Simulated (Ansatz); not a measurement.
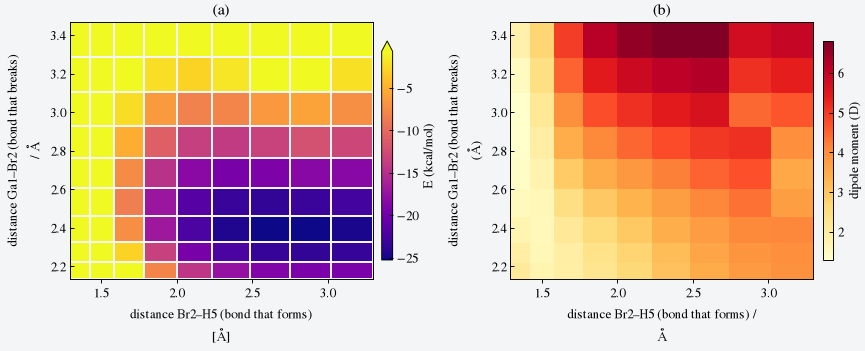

The reacting system BrGaH4O. First axis: distance Br2–H5 (bond that forms). Second axis: distance Ga1–Br2 (bond that breaks). Relaxed at each point: all other coordinates. The grid has 9 × 9 points. Points are written as (first, second). All energies are given in kcal/mol relative to a guessed transition structure relaxed with its forming and breaking bonds held. The reference is spin-restricted, so regions where a bond is pulled apart into radicals lie too high. Method: RKS B3LYP-D4/def2-SVP in Ansatz 0.2.0.

Panel (a) is the energy; panel (b) is the computed dipole moment, in D.

In the figure: one coloured cell a grid point, one colour for all values above the top of the scale.

How does the dipole moment vary over the map, and what is it at the lowest grid point?

Leaving out the highest fifth of the energies, it runs from 1.62 D at (1.493 Å, 2.530 Å) to 6.57 D at (2.116 Å, 3.378 Å). At the lowest grid point, (2.615 Å, 2.390 Å), it is 3.78 D.
